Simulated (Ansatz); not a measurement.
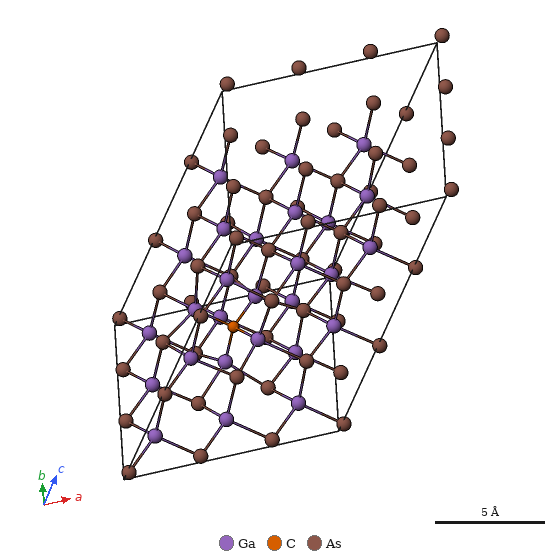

This ball-and-stick model is shown from a general direction. The parallelepiped is the supercell. The host is GaAs, in a cell of 54 sites, and the cell carries a charge of -1.

**Where does the cell differ from the host, and how?**

Carbon on an arsenic site (a substitutional impurity). It is bonded to four Ga in a tetrahedral arrangement at about 2.0 Å.

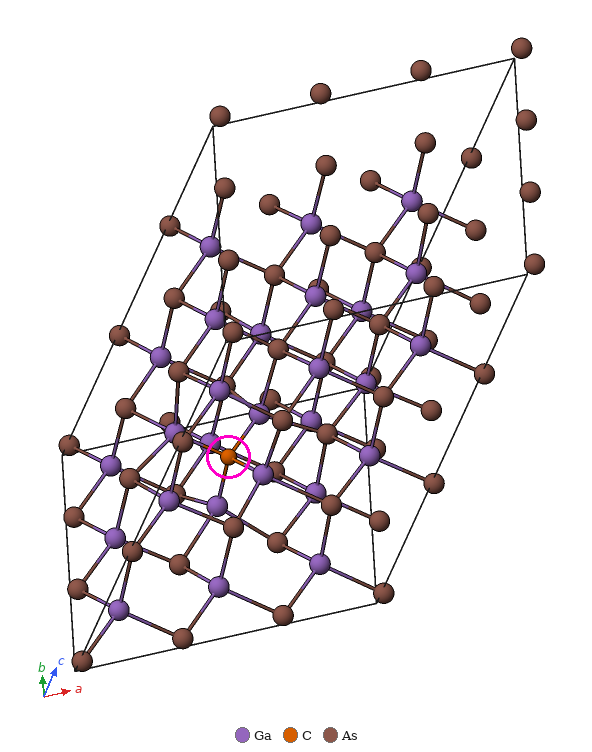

The same cell with a ring at the defect's site.

The atoms were relaxed in the host's cell with Ansatz 0.2.0, DFT LDA, scalar-relativistic, plane waves, PAW.
